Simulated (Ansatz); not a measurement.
# BH3 (borane): BCCD(T)/3-21G

What is the electronic atomisation energy of BH3 (borane) at BCCD(T)/3-21G? 

Program for the calculation: Ansatz 0.2.0.

54 further runs of the same task are left out: 54 set aside as unsound or not needed.

### Step 1. The structure to begin with

BH3 has 4 atoms, charge 0, and is taken as a singlet. SMILES: `B`. Geometry: relaxed at PBE0-D4/def2-TZVP.

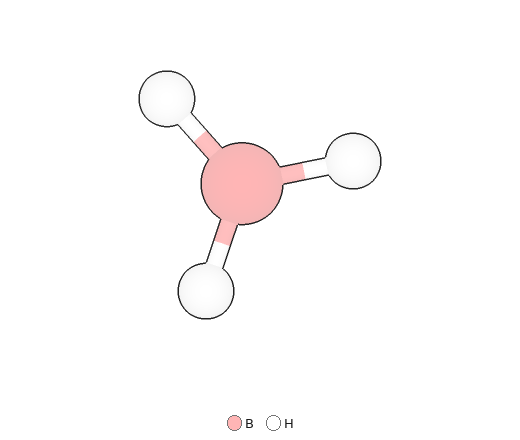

Viewed from a chosen angle; boron pink, hydrogen white.

### Step 2. A single-point energy at BCCD(T)/3-21G

Contents of job.yaml:

```yaml
crystal:
  periodic: [false, false, false]
  atoms:
    - {symbol: B, position_ang: [0.013900, -0.015100, -0.005100]}
    - {symbol: H, position_ang: [0.982200, 0.381700, 0.568800]}
    - {symbol: H, position_ang: [-0.276200, -1.171800, 0.043000]}
    - {symbol: H, position_ang: [-0.664400, 0.744900, -0.626900]}
basis:
  gaussian:
    orbitals: 3-21G.json
correlation:
  method: bccd_t
  frozen_orbitals: {B: 1, H: 0}
accuracy: high
scf:
  omitted_lower_state_checks: [cluster_reference, increment]
```

The basis set 3-21G is read from a file made from the Basis Set Exchange's data (not shown).

Command:

```console
ansatz run job.yaml --threads 1 --pin off --max-ram 2610MiB --events-out events.jsonl --progress --plain --runs-dir runs
```

What it wrote, cut to the lines that bear on the results:

```text
Warning: RAYON_NUM_THREADS=1 ignored (pool sized by the plan → 1); use --threads N
Functional definition: HF
  name "HF"
[...]
294 factors; integrals over basis functions are off by at most 3.4e-9 eV
[...]
mean field -713.95201720 eV, -26.2372526980 hartree, gradient 2.6e-8 eV, S^2 0.000000; 0 other end points of the search recorded, 0 dependent functions left out
1 core orbitals not correlated: weight in the atoms' cores, before any rotation towards them, 1.000 or more for the frozen orbitals, at most 0.000 for the correlated occupied ones
reference -713.95201720 eV, -26.2372526980 hartree; 3, 3 occupied and 11, 11 virtual orbitals, 294 factors
second order -1.50084026 eV of doubles, -0.00000000 eV of singles
cycle   1  -1.82723019 eV  change   -3.3e-1 eV  update   3.8e-2
[...]
cycle  17  -1.95210268 eV  change   3.4e-12 eV  update  2.2e-10
perturbative correction -0.02251480 eV, -0.0008274037 hartree
Total energy: -715.92663468 eV, -26.3098185520 hartree
Checks for a lower state left out: cluster_reference, increment
```

Run time: 0.14 s. Hardware: 1 thread of Arm Neoverse V1, shared host.

### Step 3. The B atom

Contents of molecule.yaml:

```yaml
basis:
  gaussian:
    orbitals: 3-21G.json
crystal:
  periodic: [false, false, false]
  atoms:
    - symbol: B
      position_ang: [0.000000, 0.000000, 0.000000]
scf:
  omitted_lower_state_checks: [cluster_reference, increment]
accuracy: high
magnetization:
  spin_polarized: true
  initial_magnetization: 1
correlation:
  method: bccd_t
  frozen_orbitals: {B: 1}
```

The basis set 3-21G is read from a file made from the Basis Set Exchange's data (not shown).

Command:

```console
ansatz run molecule.yaml --threads 1 --pin off --max-ram 2610MiB --events-out events.jsonl --progress --plain --runs-dir runs
```

What it wrote, cut to the lines that bear on the results:

```text
Warning: RAYON_NUM_THREADS=1 ignored (pool sized by the plan → 1); use --threads N
[... 2 set-up lines as earlier in the session ...]
[...]
42 factors; integrals over basis functions are off by at most 2.1e-9 eV
[...]
mean field -663.67922630 eV, -24.3897617087 hartree, gradient 3.1e-9 eV, S^2 0.750312; 5 other end points of the search recorded, 0 dependent functions left out
1 core orbitals not correlated: weight in the atoms' cores, before any rotation towards them, 1.000 or more for the frozen orbitals, at most 0.000 for the correlated occupied ones
reference -663.67922630 eV, -24.3897617087 hartree; 2, 1 occupied and 6, 7 virtual orbitals, 42 factors
second order -0.61675838 eV of doubles, -0.00000000 eV of singles
cycle   1  -0.87512783 eV  change   -2.6e-1 eV  update   5.9e-2
[...]
cycle  16  -1.10371288 eV  change  -3.2e-10 eV  update  8.1e-11
perturbative correction -0.00884700 eV, -0.0003251211 hartree
Total energy: -664.79178618 eV, -24.4306475300 hartree
Checks for a lower state left out: cluster_reference, increment
```

It took 0.24 s on 1 thread of Arm Neoverse V1, shared host.

### Step 4. The H atom: the energy at UHF/3-21G

Contents of job.yaml:

```yaml
crystal:
  periodic: [false, false, false]
  atoms:
    - {symbol: H, position_ang: [0.000000, 0.000000, 0.000000]}
basis:
  gaussian: {orbitals: 3-21G.json}
magnetization: {spin_polarized: true, initial_magnetization: 1}
hamiltonian: {xc: hf}
accuracy: high
```

The basis set 3-21G is read from a file made from the Basis Set Exchange's data (not shown).

Command:

```console
ansatz run job.yaml --threads 1 --pin off --max-ram 2610MiB --events-out events.jsonl --progress --plain --runs-dir runs
```

What it wrote:

```text
Warning: RAYON_NUM_THREADS=1 ignored (pool sized by the plan → 1); use --threads N
[... 2 set-up lines as earlier in the session ...]
  exchange = exact_x
  correlation = 0
3 factors; integrals over basis functions are off by at most 1.3e-8 eV
mean field evaluation 1: about -13.4868 eV, gradient 1.3e0 eV
mean field evaluation 2: about -13.4868 eV, gradient 1.3e0 eV
mean field evaluation 4: about -13.5023 eV, gradient 2.1e-5 eV
mean field evaluation 8: about -13.5023 eV, gradient 1.0e-12 eV
mean field -13.50225274 eV, -0.4961986360 hartree, gradient 4.5e-8 eV, S^2 0.750000; 0 other end points of the search recorded, 0 dependent functions left out
reference -13.50225274 eV, -0.4961986360 hartree; 1, 0 occupied and 1, 2 virtual orbitals, 3 factors
Total energy: -13.50225274 eV, -0.4961986360 hartree
```

Run time: 0.04 s. Hardware: 1 thread of Arm Neoverse V1, shared host.

### Step 5. Results

Level: BCCD(T)/3-21G, 1 core orbital frozen.

```
                                            quantity         value
                              molecule: total energy  -26.30982 Eh
molecule: correlation energy (1 core orbital frozen)     -72.6 mEh
                            molecule: (T) correction     -0.83 mEh
                                B atom: total energy  -24.43065 Eh
  B atom: correlation energy (1 core orbital frozen)     -40.9 mEh
                              B atom: (T) correction     -0.33 mEh
           B atom: ⟨S²⟩ of the reference determinant         0.750
                                H atom: total energy   -0.49620 Eh
                                        H atom: ⟨S²⟩         0.750
                       electronic atomisation energy     10.628 eV
```

In words: Taking the molecule apart into free atoms costs 10.63 eV (1025 kJ/mol), before zero-point energy and without spin-orbit coupling. The basis has no polarisation functions, which makes bonds too weak. The triples (molecule) make up 1.1 % of the correlation energy. The triples (B atom) make up 0.8 % of the correlation energy.
